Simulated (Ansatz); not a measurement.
# One shape, several levels: SiH3O (SMILES O[SiH2])

Aim: a comparison of 6 runs (U-revPBE/STO-3G, UBHLYP/STO-3G, UPBE/STO-3G, USVWN5/STO-3G, UBCCD(T)/STO-3G, UCCSD/STO-3G) of SiH3O. 

The results are computed with Ansatz 0.2.0.

49 further runs of the same task are left out: 49 set aside as unsound or not needed.

### 1 The system as given

The species is SiH3O (5 atoms), meant as a doublet with charge 0. SMILES: `O[SiH2]`. The H5–Si2 distance was set to 3.621 Å, away from the relaxed value. At this shape a bond of the SMILES string is far longer than usual.

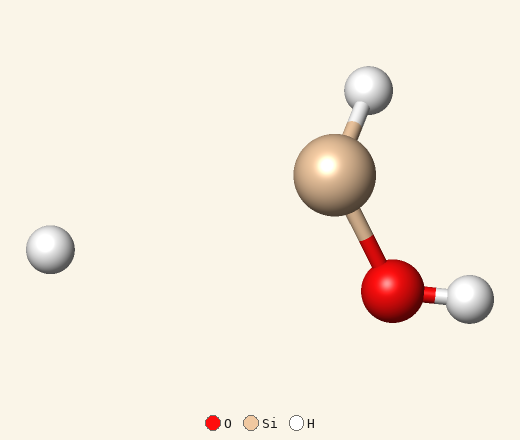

Viewed from a chosen angle; oxygen red, silicon light orange, hydrogen white.

### 2 The energy at U-revPBE/STO-3G (run 1)

in.yaml reads:

```yaml
crystal:
  periodic: [false, false, false]
  atoms:
    - {symbol: O, position_ang: [0.620371, -2.494913, 0.115384]}
    - {symbol: Si, position_ang: [0.064991, -1.719203, -1.217016]}
    - {symbol: H, position_ang: [0.788751, -3.431813, 0.131724]}
    - {symbol: H, position_ang: [-1.181759, -2.314733, -1.683836]}
    - {symbol: H, position_ang: [-0.040110, 1.716040, -0.078560]}
basis:
  gaussian:
    orbitals: STO-3G
hamiltonian:
  xc: {name: revPBE}
accuracy: high
magnetization:
  spin_polarized: true
  initial_magnetization: 1
```

Run with:

```sh
$ ansatz run in.yaml --threads 1 --pin off --max-ram 2610MiB --events-out events.jsonl --progress --plain --runs-dir runs
```

What it wrote:

```text
Warning: RAYON_NUM_THREADS=1 ignored (pool sized by the plan → 1); use --threads N
Functional definition: revPBE
  name "revPBE"
  parameter kappa = 1.245
  parameter beta = 0.06672455060314922
  exchange = pbe_x(kappa = kappa, mu = beta*pi^2/3)
  correlation = pbe_c(beta = beta)
284 factors; integrals over basis functions are off by at most 3.1e-8 eV
mean field evaluation 1: about -9834.6088 eV, gradient 1.6e1 eV
mean field evaluation 2: about -9820.2495 eV, gradient 3.7e1 eV
mean field evaluation 4: about -9835.6566 eV, gradient 9.3e0 eV
mean field evaluation 8: about -9845.1092 eV, gradient 1.1e0 eV
mean field evaluation 16: about -9845.1171 eV, gradient 6.3e-3 eV
mean field evaluation 32: about -9845.0865 eV, gradient 4.4e-1 eV
mean field -9845.11709874 eV, -361.8013801187 hartree, gradient 8.5e-8 eV, S^2 0.750353; 2 other end points of the search recorded, 0 dependent functions left out
reference -9845.11710152 eV, -361.8013802207 hartree; 13, 12 occupied and 4, 5 virtual orbitals, 284 factors
Total energy: -9845.11710152 eV, -361.8013802207 hartree
```

Run time: 2.1 s. Hardware: 1 thread of Arm Neoverse V1, shared host; peak memory 0.12 GiB.

### 3 The energy at UBHLYP/STO-3G (run 2)

molecule.yaml reads:

```yaml
crystal:
  periodic: [false, false, false]
  atoms:
    - {symbol: O, position_ang: [0.620371, -2.494913, 0.115384]}
    - {symbol: Si, position_ang: [0.064991, -1.719203, -1.217016]}
    - {symbol: H, position_ang: [0.788751, -3.431813, 0.131724]}
    - {symbol: H, position_ang: [-1.181759, -2.314733, -1.683836]}
    - {symbol: H, position_ang: [-0.040110, 1.716040, -0.078560]}
basis:
  gaussian: {orbitals: STO-3G}
magnetization: {spin_polarized: true, initial_magnetization: 1}
hamiltonian: {xc: {name: BHLYP}}
accuracy: high
```

Run with:

```sh
$ ansatz run molecule.yaml --threads 1 --pin off --max-ram 2610MiB --events-out events.jsonl --progress --plain --runs-dir runs
```

What it wrote:

```text
Warning: RAYON_NUM_THREADS=1 ignored (pool sized by the plan → 1); use --threads N
Functional definition: BHLYP
  name "BHLYP"
  parameter a = 0.5
  exchange = (1 - a)*b88_x + a*exact_x
  correlation = lyp_c
284 factors; integrals over basis functions are off by at most 3.1e-8 eV
mean field evaluation 1: about -9836.1671 eV, gradient 1.5e1 eV
mean field evaluation 2: about -9829.6940 eV, gradient 1.8e1 eV
mean field evaluation 4: about -9846.1757 eV, gradient 2.9e0 eV
mean field evaluation 8: about -9846.5283 eV, gradient 6.4e-2 eV
mean field evaluation 16: about -9846.5285 eV, gradient 5.5e-4 eV
mean field evaluation 32: about -9846.3713 eV, gradient 1.1e0 eV
mean field -9846.52853948 eV, -361.8532496090 hartree, gradient 2.9e-8 eV, S^2 0.751046; 2 other end points of the search recorded, 0 dependent functions left out
reference -9846.52856019 eV, -361.8532503703 hartree; 13, 12 occupied and 4, 5 virtual orbitals, 284 factors
Total energy: -9846.52856019 eV, -361.8532503703 hartree
```

It took 2.1 s on 1 thread of Arm Neoverse V1, shared host; peak memory 0.12 GiB.

Runs 3 to 5 aren't shown in full; the table further down has their settings and results.

### 4 A single-point energy at UCCSD/STO-3G (run 6)

input.yaml reads:

```yaml
crystal:
  periodic: [false, false, false]
  atoms:
    - {symbol: O, position_ang: [0.620371, -2.494913, 0.115384]}
    - {symbol: Si, position_ang: [0.064991, -1.719203, -1.217016]}
    - {symbol: H, position_ang: [0.788751, -3.431813, 0.131724]}
    - {symbol: H, position_ang: [-1.181759, -2.314733, -1.683836]}
    - {symbol: H, position_ang: [-0.040110, 1.716040, -0.078560]}
basis:
  gaussian: {orbitals: STO-3G}
accuracy: high
magnetization: {spin_polarized: true, initial_magnetization: 1}
scf: {omitted_lower_state_checks: [cluster_reference, increment]}
correlation: {method: ccsd, frozen_orbitals: {H: 0, O: 1, Si: 5}}
```

Run with:

```sh
$ ansatz run input.yaml --threads 1 --pin off --max-ram 2610MiB --events-out events.jsonl --progress --plain --runs-dir runs
```

What it wrote:

```text
Warning: RAYON_NUM_THREADS=1 ignored (pool sized by the plan → 1); use --threads N
[... 15 lines left out ...]
6 core orbitals not correlated: weight in the atoms' cores, before any rotation towards them, 1.000 or more for the frozen orbitals, at most 0.000 for the correlated occupied ones
[... 38 lines left out ...]
Total energy: -9825.59753139 eV, -361.0840492494 hartree
Checks for a lower state left out: cluster_reference, increment
```

Wall time 0.72 s (1 thread of Arm Neoverse V1, shared host).

### 5 The series

```tsv
run	level	frozen core orbitals	energy (Eh)	⟨S²⟩	wall time
1	U-revPBE/STO-3G	–	-361.801380	0.750	2.1 s
2	UBHLYP/STO-3G	–	-361.853250	0.751	2.1 s
3	UPBE/STO-3G	–	-361.631800	0.750	2 s
4	USVWN5/STO-3G	–	-360.094807	0.750	1.1 s
5	UBCCD(T)/STO-3G	6	-361.087219	0.879	0.4 s
6	UCCSD/STO-3G	6	-361.084049	0.879	0.72 s
```

### 6 Results

| quantity | value |
| --- | --- |
| run 6: total energy | -361.08405 Eh |
| run 6: correlation energy (6 core orbitals frozen) | -89.3 mEh |
| run 6: ⟨S²⟩ of the reference determinant | 0.879 |
| run 6: T1 diagnostic | 0.048 |

Totals of different functionals can't be ranked against each other. In runs 1, 2, 3, 4, 5, 6 the basis is minimal, so the values are rough. Spin contamination of the reference: run 5 ⟨S²⟩ = 0.88, run 6 ⟨S²⟩ = 0.88. All runs together took 8.3 s, the longest 2.1 s.
